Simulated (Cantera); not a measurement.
Feed: 1 mol Fe2O3, 7.3 mol O2, 0.96 mol H2S, at 0.100 bar.

Equilibrium computed with Cantera from the NASA thermochemical tables; the gas is ideal and each condensed phase is pure. Candidate condensed phases: Fe, FeO, Fe(OH)2, Fe(OH)3, FeS, FeSO4, FeS2, Fe2O3, Fe2(SO4)3, Fe3O4, H2O, H2SO4, S; 22 gas species. Rates play no part.

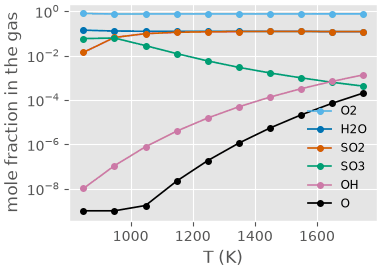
Figure. Equilibrium gas composition (values under 1e-9 drawn at 1e-9)

At 848 K the condensed part is Fe2O3(s) + Fe2(SO4)3(s). From 948 K to 1548 K the condensed part is Fe2O3(s). From 1648 K to 1748 K the condensed part is Fe3O4(s).
